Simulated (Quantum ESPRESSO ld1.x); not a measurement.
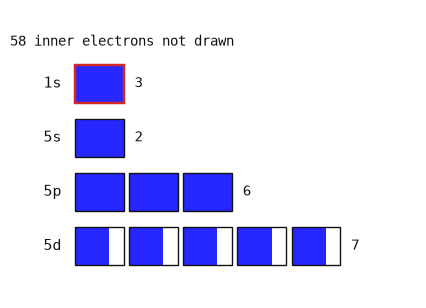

*The outer shells as the input fills them: a box for each of the 2l + 1 orbitals, shaded by the share of the shell that is filled, with the electron count at the right; red boxes mark what can't be (1s).*

# Run report: Ir²⁺, atomic calculation

Ir²⁺, configuration typed as [Xe] 4f14 5d7 1s1. Level asked for: radial all-electron Kohn-Sham run of Quantum ESPRESSO ld1.x with rel=0, lsd=1, dft='PW' as typed.

Input:
```
 &input
    zed=77.0,
    iswitch=1,
    rel=0,
    lsd=1,
    dft='PW',
    config='[Xe] 4f14 5d7 1s1',
    prefix='ld1',
    max_out_wfc=37,
    file_charge='ld1.rho',
 /
```

Hardware: 1 CPU thread, shared host.

Command:
```bash
OMP_NUM_THREADS=1 ld1.x < ld1.in > ld1.out
```

Output:
```
     Program LD1 v.7.5 starts

 %%%%%%%%%%%%%%%%%%%%%%%%%%%%%%%%%%%%%%%%%%%%%%%%%%%%%%%%%%%%%%%%%%%%%%%%%%%%%%
     Error in routine occ_spin (1):
     wrong occupations
 %%%%%%%%%%%%%%%%%%%%%%%%%%%%%%%%%%%%%%%%%%%%%%%%%%%%%%%%%%%%%%%%%%%%%%%%%%%%%%

     stopping ...
```

Outcome:

| quantity | value |
| --- | --- |
| outcome | ended with an error |
| wall time | 0.54 s |

What went wrong:

One thing in this input was made wrong on purpose: shell already in the core. The run ended with an error: “Error in routine occ_spin (1): wrong occupations”.
